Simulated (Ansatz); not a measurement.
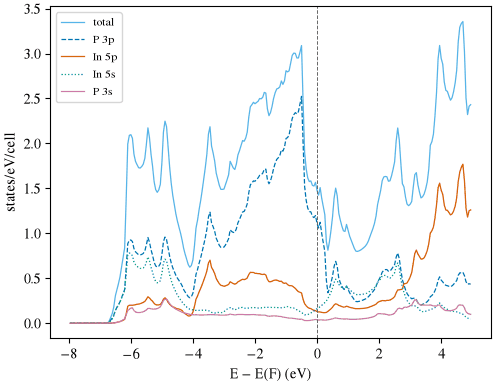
Total and projected density of states of InP (NiAs type, space group No. 194), PBE (plane waves, PAW; program Ansatz)

Which orbitals carry the states next to the Fermi level?

Within 0.5 eV of the Fermi level: P 3p 72 %, In 5s 12 %, In 5p 11 %. Projections are on Löwdin-orthogonalised atomic valence shells; empty p or d shells of many metals are not among them.

Where is the tallest occupied peak in this window, and what makes it?

Near -0.5 eV, about 3.1 states/eV per cell; the largest projected share is P 3p.

Space group P6_3/mmc (NiAs type). The start of the workflow was typed in or built on a structure type; neither database checked (COD, Materials Project) lists it. It is not the phase usual at ambient conditions (space group No. 216). Symmetry was held in the PBE relaxation; its stability against distortions is not shown here. Scalar-relativistic: spin–orbit coupling is off unless named, which matters more the heavier the elements.

Potentials: the later of the program's two PAW sets.
